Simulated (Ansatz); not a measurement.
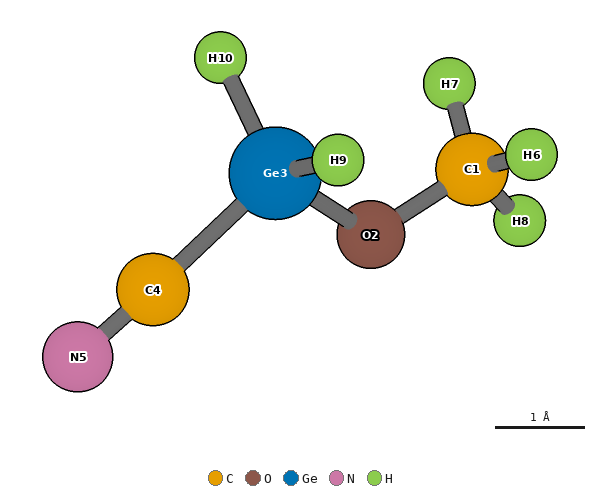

Figure 1. The input geometry of run 1 (ball-and-stick view, seen at a tilt; atoms are numbered from 1 in the order of the input). Sticks mark near contacts.

# C2H5GeNO: a changed input and its effect

System: C2H5GeNO.
Method of run 1: RKS SPW92/def2-TZVPP (Ansatz 0.2.0).

The geometry comes from this level: PBE0-D4/def2-TZVP. Text and figures count atoms from 1; the logs count them from 0 in places.

Input, run 1:
```yaml
crystal:
  periodic: [false, false, false]
  atoms:
    - {symbol: C, position_ang: [-1.161287, 1.208098, 0.527716]}
    - {symbol: O, position_ang: [-0.626572, 0.311975, -0.421951]}
    - {symbol: Ge, position_ang: [0.794490, -0.630361, 0.035014]}
    - {symbol: C, position_ang: [1.154921, -1.686642, -1.526910]}
    - {symbol: N, position_ang: [1.407068, -2.338546, -2.441254]}
    - {symbol: H, position_ang: [-0.441386, 1.985819, 0.813069]}
    - {symbol: H, position_ang: [-1.498217, 0.693955, 1.436928]}
    - {symbol: H, position_ang: [-2.025278, 1.694990, 0.072273]}
    - {symbol: H, position_ang: [1.999007, 0.280804, 0.302927]}
    - {symbol: H, position_ang: [0.480455, -1.571093, 1.205188]}
basis:
  gaussian: {orbitals: def2-TZVPP}
hamiltonian: {xc: lda}
output: {orbitals: {seedname: orbitals}}
```

Hardware: 4 CPU threads, shared host.

Output (run 1):
```
Functional definition: SPW92
  exchange = slater_x
  correlation = pw_c
1319 factors; their error is unknown
mean field evaluation 1: about -62065.8844 eV, gradient 8.6e1 eV
mean field evaluation 2: about -61992.4620 eV, gradient 2.0e2 eV
mean field evaluation 4: about -62078.3655 eV, gradient 2.6e1 eV
mean field evaluation 8: about -62079.6079 eV, gradient 2.6e-1 eV
mean field evaluation 16: about -62079.5822 eV, gradient 1.8e-4 eV
mean field -62079.58219146 eV, -2281.3825664841 hartree, gradient 4.3e-5 eV, S^2 0.000000; 0 other end points of the search recorded, 0 dependent functions left out
reference -62079.58223152 eV, -2281.3825679561 hartree; 32, 32 occupied and 210, 210 virtual orbitals, 1319 factors
Total energy: -62079.58223152 eV, -2281.3825679561 hartree
```

For run 2 the input was changed thus:
```diff
-hamiltonian: {xc: lda}
+hamiltonian: {xc: {name: BHLYP}, dispersion: d4}
```

How does run 2 compare with run 1?

The total energies belong to different models, so their difference says nothing on which is more stable or more accurate. The HOMO goes from −6.99 to −10.01 eV. The LUMO goes from −2.15 to 0.06 eV.

Output (run 2):
```
Functional definition: BHLYP
  parameter a = 0.5
  exchange = (1 - a)*b88_x + a*exact_x
  correlation = lyp_c
1543 factors; their error is unknown
mean field evaluation 1: about -62201.4797 eV, gradient 6.0e1 eV
mean field evaluation 2: about -62196.4222 eV, gradient 7.9e1 eV
mean field evaluation 4: about -62208.2131 eV, gradient 4.5e0 eV
mean field evaluation 8: about -62208.2519 eV, gradient 3.1e-1 eV
mean field evaluation 16: about -62208.8336 eV, gradient 1.8e-4 eV
mean field -62208.83364504 eV, -2286.1324697934 hartree, gradient 5.4e-5 eV, S^2 0.000000; 0 other end points of the search recorded, 0 dependent functions left out
reference -62208.83383867 eV, -2286.1324769089 hartree; 32, 32 occupied and 210, 210 virtual orbitals, 1543 factors
Total energy: -62209.06625091 eV, -2286.1410179013 hartree
```

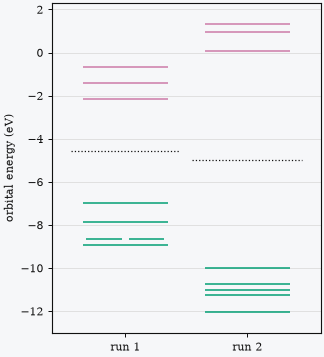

Figure 2. The five highest filled and three lowest empty orbital energies of the two runs; the dotted lines part filled from empty levels. The HOMO–LUMO gap is 4.84 eV in run 1 and 10.07 eV in run 2.

The two runs side by side:

```csv
quantity,run 1,run 2
outcome,converged,converged
total energy (hartree),−2281.382568,−2286.141018
HOMO (eV),−6.99,−10.01
LUMO (eV),−2.15,0.06
basis functions,242,242
wall time (shared host),1.3 s,2.6 s
```
